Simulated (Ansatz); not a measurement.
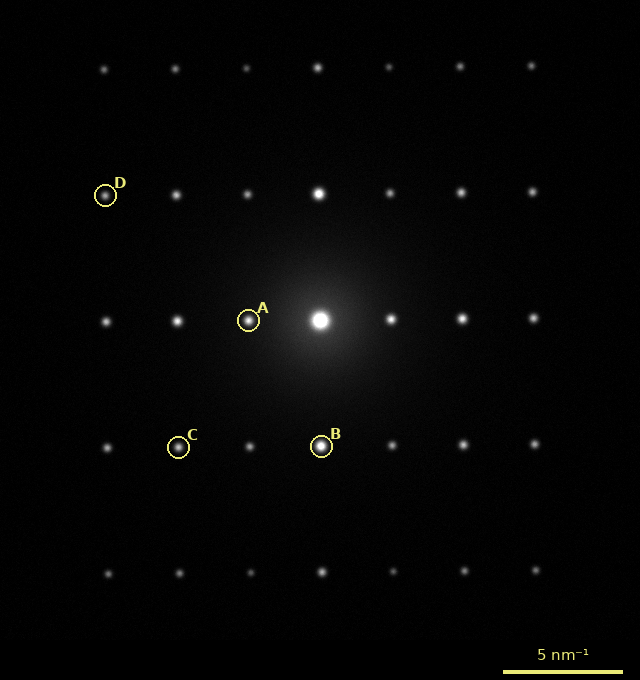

Simulated selected-area electron diffraction pattern (200 kV, kinematic approximation, thin crystal, B = 1 Å² for all atoms). The zone axis points towards the electron source and the pattern is seen from the source side.

Crystal: As, space group R-3m (No. 166), a = 3.76 Å, c = 9.98 Å (hexagonal axes). Structure: the end point of a relaxation with DFT LDA, scalar-relativistic, plane waves, PAW (Ansatz).

Spot A is indexed 0 0 -3 and spot B -1 2 0.

Q: Give hkl for C, D.

A: C = 2A + B = -1 2 -6 (d = 1.246 Å). D = 3A − B = 1 -2 -9 (d = 0.955 Å).

Q: Give [uvw].

A: The cross product of A and B is parallel to [210]; every spot obeys hu + kv + lw = 0.

Q: What are the spacings of A and B and the angle between them?

A: d(A) = 3.328 Å, d(B) = 1.880 Å, and the angle is 90.0°.
